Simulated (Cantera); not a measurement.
Input: 1 mol Si₃N₄, 0.0048 mol H₂O, 7.6 mol H₂, at 49.0 mbar.

Method: chemical equilibrium by Gibbs-energy minimisation in Cantera with the NASA 1993 tables (ideal gas, pure condensed phases). Candidate condensed phases: H₂O, Si, SiO₂, Si₂N₂O, Si₃N₄; 35 gas species. Mutual solubility and eutectic melting of coexisting phases are not modelled. The tables' values for SiN are old estimates; treat these amounts as uncertain. Gases not in the tables: Si₂H₆ and higher silanes. Equilibrium is a limit: real reactors are often held back by kinetics, nucleation or transport.

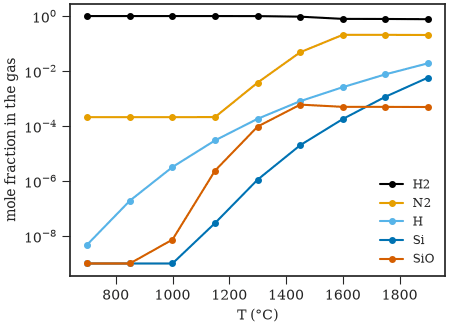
*Equilibrium gas composition (values under 1e-9 drawn at 1e-9)*

Task: Read off the mole fractions at 1900 °C.

Result: H₂ about 0.77, N₂ about 0.20, H about 0.019, Si about 0.0058, SiO about 0.00049.
